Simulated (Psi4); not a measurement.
# CH6N+ (methanamine, conjugate acid): HF/DZ (Cartesian functions)

Aim: the energy change on altering one bond length of CH6N+ (methanamine, conjugate acid) at HF/DZ (Cartesian functions), from 2 runs. 

The results are computed with Psi4 1.11.

7 further runs of the same task are left out: 1 that didn't finish, 6 set aside as unsound or not needed.

## (1) The system as given

The species is CH6N+ (8 atoms), meant as a singlet with charge +1. As SMILES, `C[NH3+]`. The coordinates come from a PBE0-D4/def2-TZVP relaxation.

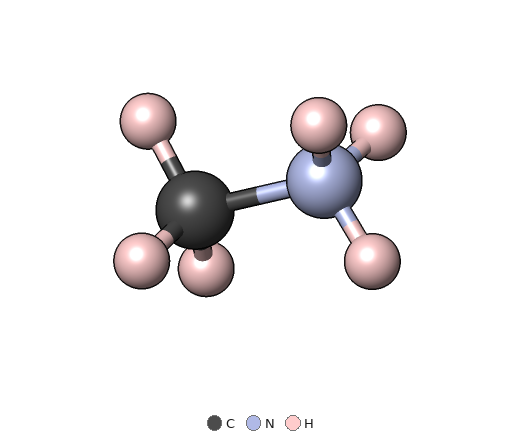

The structure, seen from a chosen angle (carbon dark grey, nitrogen light blue, hydrogen pink).

## (2) The polarisability at HF/DZ (Cartesian functions)

Input file job.in:

```
memory 1600 mb

molecule system {
  1 1
  C     -0.225100     0.293000    -0.663400
  N      0.218700    -0.284600     0.644500
  H     -0.041000    -0.440800    -1.444600
  H     -1.286800     0.519400    -0.597800
  H      0.345600     1.199300    -0.851500
  H      0.065500     0.371300     1.413900
  H      1.214900    -0.515300     0.632300
  H     -0.291800    -1.142300     0.866700
  units angstrom
}

set basis DZ
set scf_type pk

result, w = properties('scf', properties=['dipole_polarizabilities'], return_wfn=True)
print_variables()
```

Run with:

```sh
$ psi4 -i job.in -o job.out -n 1
```

job.out:

```text
[...]
  Running in c1 symmetry.
[...]
  Nuclear repulsion =   47.967518291850354
[...]
  Multiplicity = 1
[...]
  Nalpha       = 9
  Nbeta        = 9
[...]
    Number of basis functions: 32
[...]
   @RHF iter   1:   -95.51191925810627   -9.97539e-02   7.49340e-03 DIIS/ADIIS
[...]
   @RHF iter   8:   -95.55362343049799   -2.32859e-09   1.05729e-07 DIIS
[...]
    Orbital Energies [Eh]
    ---------------------
    Doubly Occupied:
       1A    -15.905166     2A    -11.494323     3A     -1.536827
       4A     -1.181774     5A     -0.993194     6A     -0.993161
       7A     -0.868448     8A     -0.780524     9A     -0.780463
[...]
  @RHF Final Energy:   -95.55362343049799
   => Energetics <=
    Nuclear Repulsion Energy =             47.9675182918503538
    One-Electron Energy =                -217.9745230286989681
    Two-Electron Energy =                  74.4533813063506216
    Total Energy =                        -95.5536234304979928
[...]
 Multipole Moments:
 ------------------------------------------------------------------------------------
     Multipole            Electronic (a.u.)      Nuclear  (a.u.)        Total (a.u.)
 ------------------------------------------------------------------------------------
 L = 1.  Multiply by 2.5417464519 to convert [e a0] to [Debye]
 Dipole X            :          0.3329977           -0.0591378            0.2738599
 Dipole Y            :         -0.4330819            0.0767526           -0.3563293
 Dipole Z            :          0.9809261           -0.1740875            0.8068386
 Magnitude           :                                                    0.9235574
[...]
```

Wall time 1.4 s (1 thread of Intel Xeon 6975P-C (Granite Rapids), shared host); peak memory 0.19 GiB.

## (3) The distorted shape, same level

Input file ch6n.xyz:

```xyz
8
CH6N
C     -0.174059     0.378755    -0.685616
N      0.269741    -0.198845     0.622284
H      0.010041    -0.355045    -1.466816
H     -1.235759     0.605155    -0.620016
H      0.396641     1.285055    -0.873716
H      0.116541     0.457055     1.391684
H      1.265941    -0.429545     0.610084
H     -0.291800    -1.142300     0.866700
```

Input file calc.py:

```python
import psi4

psi4.set_memory('1600 MB')
psi4.set_num_threads(1)
psi4.core.set_output_file('psi4.out', False)

with open('ch6n.xyz') as f:
    atoms = ''.join(f.readlines()[2:])
m = psi4.geometry('1 1\n' + atoms + '')

psi4.set_options({
    'basis': 'DZ',
    'scf_type': 'pk',
})

result, w = psi4.properties('hf', properties=['dipole_polarizabilities'], return_wfn=True)
print(f'total energy {result:.8f} hartree = {result * 27.211386:.5f} eV')
for k, v in sorted(psi4.core.scalar_variables().items()):
    print(f'{k:45s} {v:18.10f}')
```

Run with:

```sh
$ python calc.py
```

psi4.out:

```text
[...]
  Running in c1 symmetry.
[...]
  Nuclear repulsion =   47.538853491116996
[...]
  Multiplicity = 1
[...]
  Nalpha       = 9
  Nbeta        = 9
[...]
    Number of basis functions: 32
[...]
   @RHF iter   1:   -95.50318533194476   -1.71747e-01   7.39638e-03 DIIS/ADIIS
[...]
   @RHF iter   8:   -95.54478436894036   -2.44657e-09   1.13446e-07 DIIS
[...]
    Orbital Energies [Eh]
    ---------------------
    Doubly Occupied:
       1A    -15.909469     2A    -11.492837     3A     -1.521912
       4A     -1.176407     5A     -0.989449     6A     -0.964895
       7A     -0.864005     8A     -0.778713     9A     -0.774872
[...]
  @RHF Final Energy:   -95.54478436894036
   => Energetics <=
    Nuclear Repulsion Energy =             47.5388534911169955
    One-Electron Energy =                -217.2221577568140560
    Two-Electron Energy =                  74.1385198967567192
    Total Energy =                        -95.5447843689403555
[...]
 Multipole Moments:
 ------------------------------------------------------------------------------------
     Multipole            Electronic (a.u.)      Nuclear  (a.u.)        Total (a.u.)
 ------------------------------------------------------------------------------------
 L = 1.  Multiply by 2.5417464519 to convert [e a0] to [Debye]
 Dipole X            :          0.3412447           -0.0979640            0.2432808
 Dipole Y            :         -0.4194653            0.0115200           -0.4079453
 Dipole Z            :          0.9776084           -0.1571881            0.8204203
 Magnitude           :                                                    0.9479950
[...]
```

The script printed:

```text
total energy -95.54478437 hartree = -2599.90601 eV
CURRENT ENERGY                                    -95.5447843689
CURRENT REFERENCE ENERGY                          -95.5447843689
DD SOLVATION ENERGY                                 0.0000000000
DIPOLE POLARIZABILITY XX                           16.6456148369
DIPOLE POLARIZABILITY XY                            0.4270423041
DIPOLE POLARIZABILITY XZ                           -0.0259591053
DIPOLE POLARIZABILITY YX                            0.4270423154
DIPOLE POLARIZABILITY YY                           17.4634235520
DIPOLE POLARIZABILITY YZ                           -0.6548451260
DIPOLE POLARIZABILITY ZX                           -0.0259588943
DIPOLE POLARIZABILITY ZY                           -0.6548455021
DIPOLE POLARIZABILITY ZZ                           17.0367939423
HF KINETIC ENERGY                                  95.4869508269
HF POTENTIAL ENERGY                              -191.0317351958
HF TOTAL ENERGY                                   -95.5447843689
HF VIRIAL RATIO                                     2.0006056696
NUCLEAR REPULSION ENERGY                           47.5388534911
ONE-ELECTRON ENERGY                              -217.2221577568
PCM POLARIZATION ENERGY                             0.0000000000
PE ENERGY                                           0.0000000000
SCF ITERATION ENERGY                              -95.5447843689
SCF ITERATIONS                                      8.0000000000
SCF TOTAL ENERGY                                  -95.5447843689
TWO-ELECTRON ENERGY                                74.1385198968
```

It took 1.4 s on 1 thread of Intel Xeon 6975P-C (Granite Rapids), shared host; peak memory 0.18 GiB.

## (4) Outcome

Level: HF/DZ (Cartesian functions).

```
                                                         quantity         value
                                        first shape: total energy  -95.55362 Eh
                                         first shape: HOMO energy     -21.24 eV
                                         first shape: LUMO energy      -0.89 eV
                                       first shape: HOMO–LUMO gap      20.35 eV
                          first shape: mean static polarisability    16.5 bohr³
                                    distorted shape: total energy  -95.54478 Eh
                                     distorted shape: HOMO energy     -21.09 eV
                                     distorted shape: LUMO energy      -1.19 eV
                                   distorted shape: HOMO–LUMO gap      19.89 eV
                      distorted shape: mean static polarisability    17.0 bohr³
energy change with the N2–H8 bond stretched from 1.023 to 1.125 Å      0.241 eV
```

In words: With the N2–H8 bond stretched from 1.023 to 1.125 Å the energy rises by 0.24 eV (5.5 kcal/mol). The first shape isn't relaxed at this level, so the change isn't measured from a minimum.
